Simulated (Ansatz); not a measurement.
```xyz
6

F     0.1910   -0.4660   -1.5783
Si   -0.0056    0.1485   -0.0134
Cl    0.0213   -1.9695    0.6794
H     1.2671    0.9577   -0.1450
H    -0.1812    0.4940    1.4758
H    -1.2926    0.8353   -0.4184
```

Geometry: PBE0-D4/def2-TZVP.

Method: Ansatz 0.2.0, RKS PBE0-D4/def2-TZVPPD.

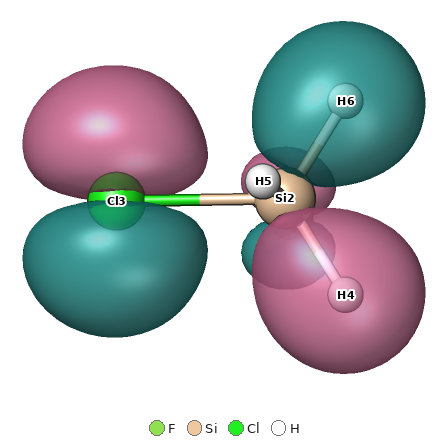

ClFH3Si (charge −1). The HOMO−1 at ±0.08 Å⁻³ᐟ² (teal and pink are the two phases), seen from one side.

> What is the character of this orbital?

By Hirshfeld shares it lies mainly on Cl3 (about 50 %), Si2 (about 15 %), H4 (about 15 %) and H6 (about 15 %). Its energy is −3.52 eV.
